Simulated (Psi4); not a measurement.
# BPH6 (SMILES [BH3-][PH3+]): MP3/def2-SVPD

Aim: the vertical electron affinity of BPH6 at MP3/def2-SVPD, from 2 runs. 

Program for the calculation: Psi4 1.11.

3 further runs of the same task are left out: 3 set aside as unsound or not needed.

### Step 1. The molecule

BPH6: 8 atoms, total charge 0, spin state singlet. SMILES: `[BH3-][PH3+]`. Geometry: relaxed at PBE0-D4/def2-TZVP.

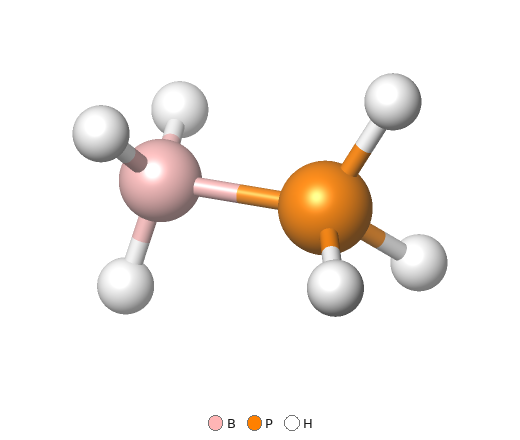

Viewed from a chosen angle; boron pink, phosphorus orange, hydrogen white.

### Step 2. A single-point energy at MP3/def2-SVPD

Contents of bh6p.xyz:

```xyz
8
BH6P
B     -0.556100     0.227200    -0.914000
P      0.433900    -0.181600     0.667700
H     -1.693400     0.343100    -0.520100
H     -0.367800    -0.730200    -1.628000
H     -0.055500     1.254200    -1.309900
H      0.418800     0.755700     1.718800
H      1.823100    -0.380300     0.547100
H      0.089200    -1.345200     1.382600
```

Contents of run.py:

```python
import numpy as np
from ase.calculators.psi4 import Psi4
from ase.io import read

mol = read('bh6p.xyz')
calc = Psi4(atoms=mol, method='mp3', basis='def2-SVPD', memory='1600MB', num_threads=1, charge=0, multiplicity=1, label='calc', reference='rhf')
calc.psi4.set_options({'puream': True, 'e_convergence': 1e-09, 'd_convergence': 1e-08, 'scf_type': 'pk', 'num_frozen_docc': 6, 'mp_type': 'conv'})
mol.calc = calc

print(f'energy: {mol.get_potential_energy():.6f} eV')
```

On the command line:

```
$ python run.py
```

calc.dat:

```text
[...]
  Running in c1 symmetry.
[...]
  Nuclear repulsion =   59.544517156228110
[...]
  Multiplicity = 1
[...]
  Nalpha       = 13
  Nbeta        = 13
[...]
    Number of basis functions: 92
[...]
   @RHF iter   1:  -368.66601181627408   -3.49985e-01   3.31783e-03 ADIIS/DIIS
[...]
   @RHF iter  10:  -368.75627830827068   -3.46745e-12   2.02231e-09 DIIS
[...]
    Orbital Energies [Eh]
    ---------------------
    Doubly Occupied:
       1A    -79.986970     2A     -7.551856     3A     -7.535807
       4A     -5.451910     5A     -5.451910     6A     -5.450604
       7A     -0.922737     8A     -0.689991     9A     -0.585465
      10A     -0.585438    11A     -0.439783    12A     -0.436704
      13A     -0.436690
[...]
  @RHF Final Energy:  -368.75627830827068
   => Energetics <=
    Nuclear Repulsion Energy =             59.5445171562281104
    One-Electron Energy =                -625.5498621835859012
    Two-Electron Energy =                 197.2490667190870397
    Total Energy =                       -368.7562783082706801
[...]
 Multipole Moments:
 ------------------------------------------------------------------------------------
     Multipole            Electronic (a.u.)      Nuclear  (a.u.)        Total (a.u.)
 ------------------------------------------------------------------------------------
 L = 1.  Multiply by 2.5417464519 to convert [e a0] to [Debye]
 Dipole X            :          1.1537989           -0.2562415            0.8975574
 Dipole Y            :         -0.4768310            0.1061634           -0.3706676
 Dipole Z            :          1.8423743           -0.4084037            1.4339706
 Magnitude           :                                                    1.7318416
[...]
	SCS-MP2 Total Energy (a.u.)        :  -369.02796506652226
	SOS-MP2 Total Energy (a.u.)        :  -369.03435368436811
[...]
	SOS-PI-MP2 Total Energy (a.u.)     :  -369.05574409791410
[...]
	MP2 Total Energy (a.u.)            :  -369.01518783083060
[...]
	SCS-MP3 Total Energy (a.u.)        :  -369.03799907221389
[...]
	MP3 Total Energy (a.u.)            :  -369.05532385359726
[...]
```

The script printed:

```text
energy: -10042.506882 eV
```

It took 9.9 s on 1 thread of AMD EPYC 7B13 (Zen 3), shared host; peak memory 0.77 GiB.

### Step 3. The doublet anion

Contents of job.py:

```python
import psi4

psi4.set_memory('1600 MB')
psi4.set_num_threads(1)
psi4.set_output_file('run.log', False)

geom = psi4.geometry("""
-1 2
B     -1.05087670     0.42934578    -1.72720968
P      0.81995217    -0.34317426     1.26177013
H     -3.20006222     0.64836503    -0.98284656
H     -0.69504127    -1.37987802    -3.07647413
H     -0.10487980     2.37009451    -2.47535225
H      0.79141730     1.42806603     3.24806126
H      3.44515970    -0.71866285     1.03386916
H      0.16856357    -2.54205958     2.61273534
units au
symmetry c1
no_reorient
no_com
""")

options = {'basis': 'def2-SVPD', 'reference': 'uhf', 'puream': True, 'e_convergence': 1e-09, 'd_convergence': 1e-08, 'scf_type': 'pk', 'num_frozen_docc': 6, 'maxiter': 200, 'mp_type': 'conv'}
psi4.set_options(options)

e = psi4.energy("mp3")
print(f'mp3 energy: {e:.10f} Eh')
```

On the command line:

```
$ python job.py
```

run.log:

```text
[...]
  Running in c1 symmetry.
[...]
  Nuclear repulsion =   59.544517167020494
[...]
  Multiplicity = 2
[...]
  Nalpha       = 14
  Nbeta        = 13
[...]
    Number of basis functions: 92
[...]
   @UHF iter   1:  -368.53859996955970   -2.22574e-01   3.82332e-03 DIIS/ADIIS
[...]
   @UHF iter  16:  -368.67932381749370   -1.31877e-11   7.49400e-09 DIIS
[...]
   @S^2 Observed:                7.517472261E-01
[...]
    Orbital Energies [Eh]
    ---------------------
    Alpha Occupied:
       1A    -79.802464     2A     -7.375731     3A     -7.370601
       4A     -5.268977     5A     -5.268976     6A     -5.268373
       7A     -0.752599     8A     -0.530434     9A     -0.408650
      10A     -0.408624    11A     -0.279536    12A     -0.278253
      13A     -0.278238    14A      0.074171
    Alpha Virtual:
      15A      0.216337    16A      0.287864    17A      0.287873
      18A      0.317554    19A      0.317563    20A      0.321634
      21A      0.338978    22A      0.338983    23A      0.357863
      24A      0.357873    25A      0.359280    26A      0.403733
[...]
  @UHF Final Energy:  -368.67932381749370
   => Energetics <=
    Nuclear Repulsion Energy =             59.5445171670204942
    One-Electron Energy =                -629.9736975088815143
    Two-Electron Energy =                 201.7498565243673738
    Total Energy =                       -368.6793238174936960
  UHF NO Occupations:
  HONO-2 :   12  A 1.9997540
  HONO-1 :   13  A 1.9997527
[...]
 Multipole Moments:
 ------------------------------------------------------------------------------------
     Multipole            Electronic (a.u.)      Nuclear  (a.u.)        Total (a.u.)
 ------------------------------------------------------------------------------------
 L = 1.  Multiply by 2.5417464519 to convert [e a0] to [Debye]
 Dipole X            :         -6.8811023            7.4500563            0.5689540
 Dipole Y            :          2.9647296           -3.1949599           -0.2302303
 Dipole Z            :         -9.6929765           10.6504964            0.9575198
 Magnitude           :                                                    1.1373473
[...]
	SCS-MP2 Total Energy (a.u.)        :  -368.96532080580573
	SOS-MP2 Total Energy (a.u.)        :  -368.96972938155062
[...]
	SOS-PI-MP2 Total Energy (a.u.)     :  -368.99206827109344
[...]
	MP2 Total Energy (a.u.)            :  -368.95650365431601
[...]
	SCS-MP3 Total Energy (a.u.)        :  -368.97540984557759
[...]
	MP3 Total Energy (a.u.)            :  -368.99685981340355
[...]
```

Standard output:

```text
mp3 energy: -368.9968598134 Eh
```

Wall time 22 s (1 thread of AMD EPYC 7B13 (Zen 3), shared host); peak memory 0.81 GiB.

### Step 4. Outcome

At MP3/def2-SVPD, 6 core orbitals frozen:

| quantity | value |
| --- | --- |
| singlet BPH6: total energy | -369.05532 Eh |
| singlet BPH6: HOMO energy (Hartree–Fock orbitals) | -11.88 eV |
| singlet BPH6: LUMO energy (Hartree–Fock orbitals) | 2.15 eV |
| singlet BPH6: HOMO–LUMO gap (Hartree–Fock orbitals) | 14.03 eV |
| singlet BPH6: correlation energy (6 core orbitals frozen) | -299.0 mEh |
| doublet anion: total energy | -368.99686 Eh |
| doublet anion: HOMO energy (Hartree–Fock orbitals) (highest over α and β) | 2.02 eV |
| doublet anion: LUMO energy (Hartree–Fock orbitals) (lowest over α and β) | 5.89 eV |
| doublet anion: correlation energy (6 core orbitals frozen) | -317.5 mEh |
| doublet anion: ⟨S²⟩ of the reference determinant | 0.752 |
| vertical electron affinity (to the doublet anion) | -1.591 eV |

**Reading.** The anion lies 1.59 eV (37 kcal/mol) above the neutral: the electron isn't bound at this level, and such a value depends on the basis. The HOMO (doublet anion) lies at positive energy, 2.02 eV: the electron is unbound at this level or held by a compact basis; values depend on the basis.
